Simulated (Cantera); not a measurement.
A closed system holds: 1 mol Si, 0.017 mol O2, 5.3 mol H2, equilibrated at 0.560 bar.

Method: chemical equilibrium by Gibbs-energy minimisation in Cantera with the NASA 1993 tables (ideal gas, pure condensed phases). Candidate condensed phases: H2O, Si, SiO2; 18 gas species. Mutual solubility and eutectic melting of coexisting phases are not modelled. The tables hold silica as quartz up to 1696 K and as liquid above; real silica turns to tridymite and cristobalite and melts near 1996 K. Gases not in the tables: Si2H6 and higher silanes. Kinetics and transport are ignored.

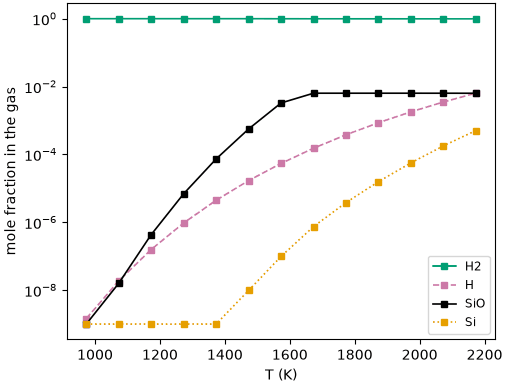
Figure. Equilibrium gas composition (values under 1e-9 drawn at 1e-9)

From 973 K to 1573 K the condensed part is Si(s) + SiO2(β-quartz). At 1673 K the condensed part is Si(s). From 1773 K to 2173 K the condensed part is Si(l). The main Si-bearing gas is SiH4 at 973 K and SiO at 2173 K.
